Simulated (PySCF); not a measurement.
## Electronic structure of Mo2 (triplet) in real space

```xyz
2

Mo    0.0000    0.0000   -1.1895
Mo    0.0000    0.0000    1.1895
```

Core potentials replace the inner electrons of Mo.

Level of theory: PySCF, PBE0/def2-TZVPP, non-relativistic Hamiltonian with scalar-relativistic core potentials where named, at a bond length of 2.379 Å.

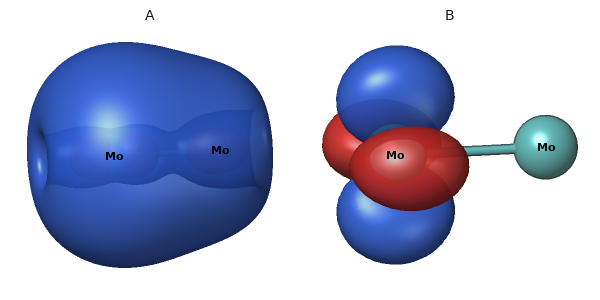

Figure 1. Two frontier α-spin orbitals, each drawn at the value that holds 80 % of its norm (blue and red are the two phases), in no order; of a degenerate pair one member is drawn.

Question: Label each orbital by symmetry, say whether it is occupied, and order them by energy.

Answer: Orbital B: δ, occupied in this spin, −6.18 eV; shared between the atoms (Mo 95 %, Mo 5 %).
Orbital A: σ, occupied in this spin, −5.97 eV; shared between the atoms (Mo 70 %, Mo 30 %).

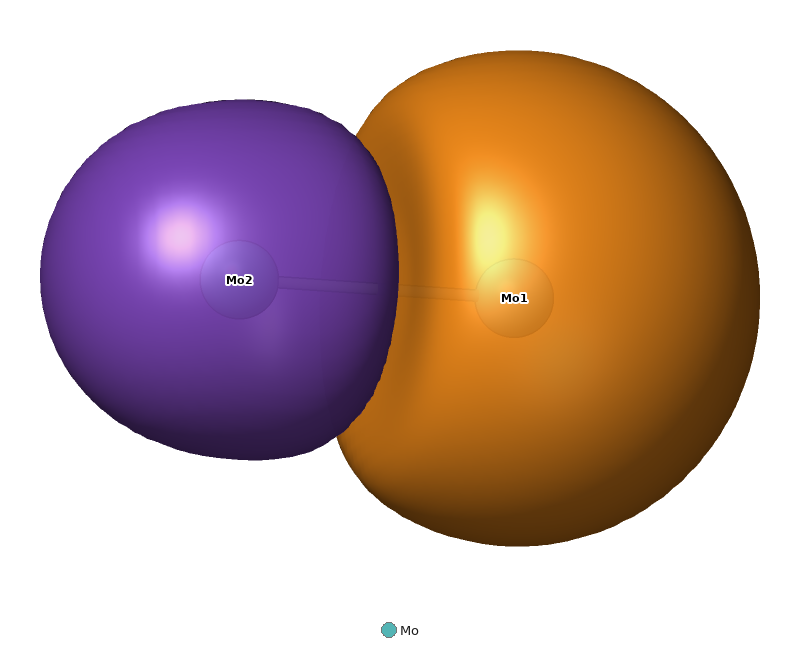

Figure 2. Isosurfaces of the spin density (α minus β) at +0.02 (orange) and −0.02 e/Å³ (purple), seen from one side.

Question: Which atoms carry the spin?

Answer: The unpaired spin (2 electrons) lies mostly on Mo1 (about 4.7), in electrons by Hirshfeld's partition, with opposite, polarisation-induced spin on Mo2.

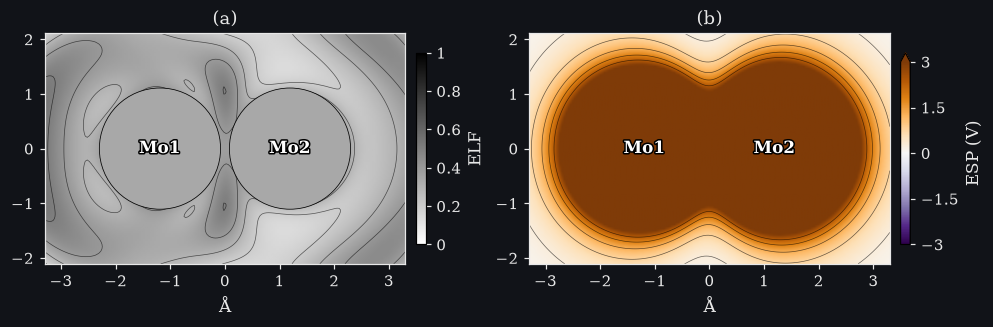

Figure 3. (a) electron localisation function; (b) electrostatic potential on a plane that holds the molecular axis. Grey discs cover the atomic cores in the ELF map.

Question: Describe what can be read from this map.

Answer:
- The section cuts through Mo sites.
- Mo–Mo (2.38 Å): the ELF is about 0.40 at the midpoint.
- The potential has no marked negative region in this plane.
